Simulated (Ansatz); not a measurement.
**triplet H3NO at 6 levels**

Aim: a comparison of 6 runs (UHF/3-21G, UB3LYP/6-31G*, U-wB97M-V/def2-TZVPP, UB3LYP/def2-TZVPP, UCAM-B3LYP/def2-TZVPP, UCCSD/def2-TZVPP) of triplet H3NO. 

The calculation is run with Ansatz 0.2.0.

54 further runs of the same task are left out: 54 set aside as unsound or not needed.

### 1 The structure to begin with

H3NO: 5 atoms, total charge 0, spin state triplet. As SMILES of the parent species, `NO`. The coordinates come from a PBE0-D4/def2-TZVP relaxation. This is one conformer, not always the lowest. That shape belongs to the parent species and isn't relaxed for this state.

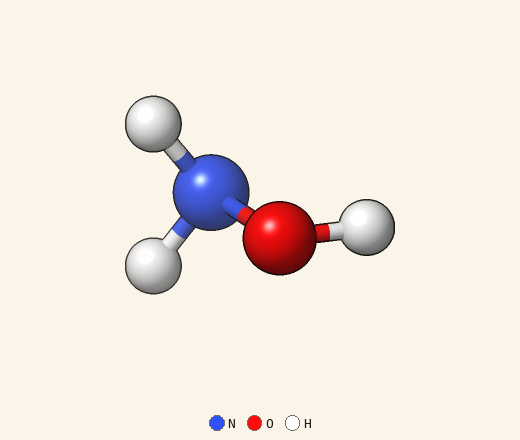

The structure, seen from a chosen angle (nitrogen blue, oxygen red, hydrogen white).

### 2 A single-point energy at UHF/3-21G (run 1)

Input file in.yaml:

```yaml
crystal:
  periodic: [false, false, false]
  atoms:
    - {symbol: N, position_ang: [-0.165120, -0.361290, -0.321170]}
    - {symbol: O, position_ang: [0.364460, 0.666040, 0.508060]}
    - {symbol: H, position_ang: [-0.162690, -1.190020, 0.266770]}
    - {symbol: H, position_ang: [-1.141650, -0.109840, -0.446210]}
    - {symbol: H, position_ang: [1.105010, 0.995100, -0.007440]}
basis:
  gaussian:
    orbitals: 3-21G.json
magnetization:
  spin_polarized: true
  initial_magnetization: 2
output: {orbitals: {seedname: orbitals}}
hamiltonian:
  xc: hf
accuracy: high
```

The basis set 3-21G is read from a file made from the Basis Set Exchange's data (not shown).

Run with:

```console
ansatz run in.yaml --threads 1 --pin off --max-ram 3480MiB --events-out events.jsonl --progress --plain --runs-dir runs
```

The log of the run:

```text
Warning: RAYON_NUM_THREADS=1 ignored (pool sized by the plan → 1); use --threads N
Functional definition: HF
  name "HF"
  exchange = exact_x
  correlation = 0
487 factors; integrals over basis functions are off by at most 5.3e-9 eV
mean field evaluation 1: about -3535.1572 eV, gradient 2.0e1 eV
mean field evaluation 2: about -3535.6051 eV, gradient 2.0e1 eV
mean field evaluation 4: about -3537.3356 eV, gradient 2.4e0 eV
mean field evaluation 8: about -3537.4825 eV, gradient 3.2e-1 eV
mean field evaluation 16: about -3537.4877 eV, gradient 1.9e-5 eV
mean field evaluation 32: about -3535.1385 eV, gradient 2.0e0 eV
mean field evaluation 64: about -3536.4109 eV, gradient 1.8e-1 eV
mean field evaluation 96: about -3536.3769 eV, gradient 5.0e-1 eV
mean field -3537.48770026 eV, -130.0002751893 hartree, gradient 5.1e-8 eV, S^2 2.017012; 1 other end points of the search recorded, 0 dependent functions left out
reference -3537.48770026 eV, -130.0002751893 hartree; 10, 8 occupied and 14, 16 virtual orbitals, 487 factors
Total energy: -3537.48770026 eV, -130.0002751893 hartree
```

Wall time 0.2 s (1 thread of Arm Neoverse V2, shared host).

### 3 The energy at UB3LYP/6-31G(d) (Cartesian functions) (run 2)

Input file input.yaml:

```yaml
crystal:
  periodic: [false, false, false]
  atoms:
    - {symbol: N, position_ang: [-0.165120, -0.361290, -0.321170]}
    - {symbol: O, position_ang: [0.364460, 0.666040, 0.508060]}
    - {symbol: H, position_ang: [-0.162690, -1.190020, 0.266770]}
    - {symbol: H, position_ang: [-1.141650, -0.109840, -0.446210]}
    - {symbol: H, position_ang: [1.105010, 0.995100, -0.007440]}
basis:
  gaussian: {orbitals: "6-31G*"}
total_charge: 0
magnetization: {spin_polarized: true, initial_magnetization: 2}
hamiltonian: {xc: {name: B3LYP}}
accuracy: high
output: {orbitals: {seedname: orbitals}}
```

Run with:

```console
ansatz run input.yaml --threads 1 --pin off --max-ram 3480MiB --events-out events.jsonl --progress --plain --runs-dir runs
```

The log of the run:

```text
Warning: RAYON_NUM_THREADS=1 ignored (pool sized by the plan → 1); use --threads N
Functional definition: B3LYP
  name "B3LYP"
  parameter a0 = 0.2
  parameter ax = 0.72
  parameter ac = 0.81
  exchange = (1 - a0 - ax)*slater_x + ax*b88_x + a0*exact_x
  correlation = (1 - ac)*vwn_rpa_c + ac*lyp_c
741 factors; integrals over basis functions are off by at most 3.0e-9 eV
mean field evaluation 1: about -3572.2555 eV, gradient 3.4e1 eV
mean field evaluation 2: about -3560.7794 eV, gradient 6.3e1 eV
mean field evaluation 4: about -3576.6835 eV, gradient 5.2e0 eV
mean field evaluation 8: about -3576.9071 eV, gradient 1.6e-1 eV
mean field evaluation 16: about -3576.9076 eV, gradient 5.0e-3 eV
mean field evaluation 32: about -3576.9076 eV, gradient 8.4e-6 eV
mean field -3576.90760778 eV, -131.4489300710 hartree, gradient 8.0e-8 eV, S^2 2.004678; 5 other end points of the search recorded, 0 dependent functions left out
reference -3576.90763209 eV, -131.4489309644 hartree; 10, 8 occupied and 26, 28 virtual orbitals, 741 factors
Total energy: -3576.90763209 eV, -131.4489309644 hartree
```

Run time: 5.1 s. Hardware: 1 thread of Arm Neoverse V2, shared host; peak memory 0.13 GiB.

Runs 3 to 4 aren't shown in full; the table further down has their settings and results.

### 4 A single-point energy at UCAM-B3LYP/def2-TZVPP (run 5)

Input file in.yaml:

```yaml
crystal:
  periodic: [false, false, false]
  atoms:
    - {symbol: "N", position_ang: [-0.165120, -0.361290, -0.321170]}
    - {symbol: O, position_ang: [0.364460, 0.666040, 0.508060]}
    - {symbol: H, position_ang: [-0.162690, -1.190020, 0.266770]}
    - {symbol: H, position_ang: [-1.141650, -0.109840, -0.446210]}
    - {symbol: H, position_ang: [1.105010, 0.995100, -0.007440]}
basis:
  gaussian: {orbitals: def2-TZVPP}
magnetization: {spin_polarized: true, initial_magnetization: 2}
hamiltonian: {xc: {name: CAM-B3LYP}}
accuracy: high
output: {orbitals: {seedname: orbitals}}
```

Run with:

```console
ansatz run in.yaml --threads 1 --pin off --max-ram 3480MiB --events-out events.jsonl --progress --plain --runs-dir runs
```

The log of the run, cut to the lines that bear on the results:

```text
Warning: RAYON_NUM_THREADS=1 ignored (pool sized by the plan → 1); use --threads N
Functional definition: CAM-B3LYP
  name "CAM-B3LYP"
[...]
1821 factors; integrals over basis functions are off by at most 3.5e-9 eV
255 factors; integrals over basis functions are off by at most 2.4e-9 eV
[...]
mean field -3577.88449628 eV, -131.4848300612 hartree, gradient 3.5e-8 eV, S^2 2.006747; 4 other end points of the search recorded, 0 dependent functions left out
reference -3577.88451103 eV, -131.4848306032 hartree; 10, 8 occupied and 94, 96 virtual orbitals, 1821 factors
Total energy: -3577.88451103 eV, -131.4848306032 hartree
```

Run time: 12 s. Hardware: 1 thread of Arm Neoverse V2, shared host; peak memory 0.34 GiB.

### 5 A single-point energy at UCCSD/def2-TZVPP (run 6)

Input file molecule.yaml:

```yaml
crystal:
  periodic: [false, false, false]
  atoms:
    - symbol: "N"
      position_ang: [-0.165120, -0.361290, -0.321170]
    - symbol: O
      position_ang: [0.364460, 0.666040, 0.508060]
    - symbol: H
      position_ang: [-0.162690, -1.190020, 0.266770]
    - symbol: H
      position_ang: [-1.141650, -0.109840, -0.446210]
    - symbol: H
      position_ang: [1.105010, 0.995100, -0.007440]
basis:
  gaussian:
    orbitals: def2-TZVPP
magnetization:
  spin_polarized: true
  initial_magnetization: 2
correlation:
  method: ccsd
  frozen_orbitals: {H: 0, "N": 1, O: 1}
accuracy: high
scf:
  omitted_lower_state_checks: [cluster_reference, increment]
```

Run with:

```console
ansatz run molecule.yaml --threads 1 --pin off --max-ram 3480MiB --events-out events.jsonl --progress --plain --runs-dir runs
```

The log of the run:

```text
Warning: RAYON_NUM_THREADS=1 ignored (pool sized by the plan → 1); use --threads N
[... 17 lines left out ...]
2 core orbitals not correlated: weight in the atoms' cores, before any rotation towards them, 1.000 or more for the frozen orbitals, at most 0.000 for the correlated occupied ones
[... 45 lines left out ...]
Total energy: -3572.00575880 eV, -131.2687904435 hartree
Checks for a lower state left out: cluster_reference, increment
```

Wall time 74 s (1 thread of Arm Neoverse V2, shared host); peak memory 1.7 GiB.

### 6 Overview of the runs

| run | level | Cartesian functions | frozen core orbitals | energy (Eh) | HOMO energy (eV) | ⟨S²⟩ | wall time |
| --- | --- | --- | --- | --- | --- | --- | --- |
| 1 | UHF/3-21G | no | – | -130.000275 | -3.95 | 2.017 | 0.2 s |
| 2 | UB3LYP/6-31G* (Cartesian functions) | yes | – | -131.448931 | -0.20 | 2.005 | 5.1 s |
| 3 | U-wB97M-V/def2-TZVPP | no | – | -131.477274 | -3.43 | 2.007 | 56 s |
| 4 | UB3LYP/def2-TZVPP | no | – | -131.541677 | -1.43 | 2.005 | 23 s |
| 5 | UCAM-B3LYP/def2-TZVPP | no | – | -131.484831 | -2.63 | 2.007 | 12 s |
| 6 | UCCSD/def2-TZVPP | no | 2 | -131.268790 | – | 2.009 | 74 s |

### 7 Outcome

| quantity | value |
| --- | --- |
| run 6: total energy | -131.26879 Eh |
| run 6: correlation energy (2 core orbitals frozen) | -454.6 mEh |
| run 6: ⟨S²⟩ of the reference determinant | 2.009 |
| run 6: T1 diagnostic | 0.033 |

Totals of different functionals can't be ranked against each other. All runs together took 2.8 min, the longest 74 s.
